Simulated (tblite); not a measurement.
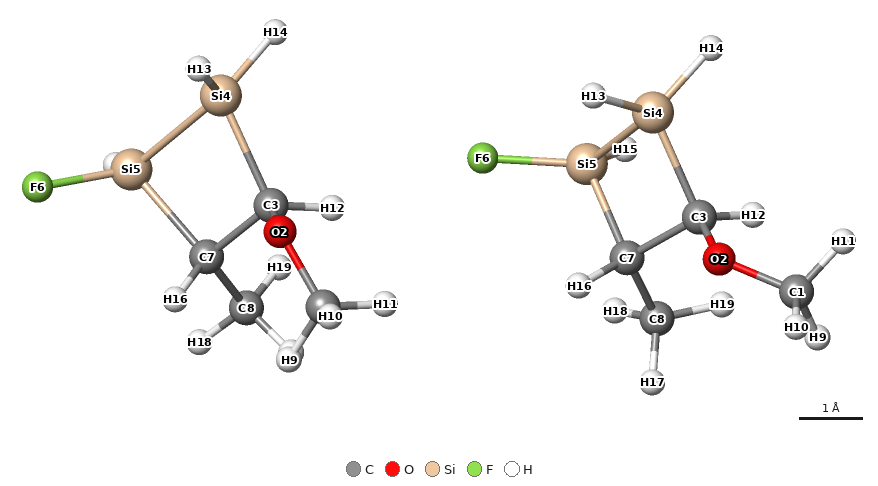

Two geometries of C₄H₁₁FOSi₂, drawn at one scale. One is the start of a relaxation, the other its converged end. A ball-and-stick model, seen from a free direction.

Level of theory: tblite, GFN2-xTB geometry optimisation, gas phase. 

Which of the two is the end point?

Answer. The left one is the relaxed one. The atom that moves furthest after the best rigid fit is H9 (1.56 Å). By element the largest moves are H 1.56 Å, F 0.85 Å, C 0.63 Å, O 0.47 Å, Si 0.34 Å. Some distances before and after: Si4–Si5 2.214 → 2.320 Å, C3–Si4 1.844 → 1.942 Å, O2–C3 1.333 → 1.416 Å, Si5–C7 1.868 → 1.933 Å. Among the angles between lasting bonds that change: Si4–Si5–H15 116.4° → 131.7°, F6–Si5–H15 115.2° → 99.9°, Si5–Si4–H13 109.2° → 123.2°. Groups turn about O2–C3 by about 50°, C7–C8 by about 30°, C3–C7 by about 25°. Over 205 geometry steps the energy falls by 126.2 kJ/mol. Cost: 3 s on 1 thread of Arm Neoverse N1, on a shared host.
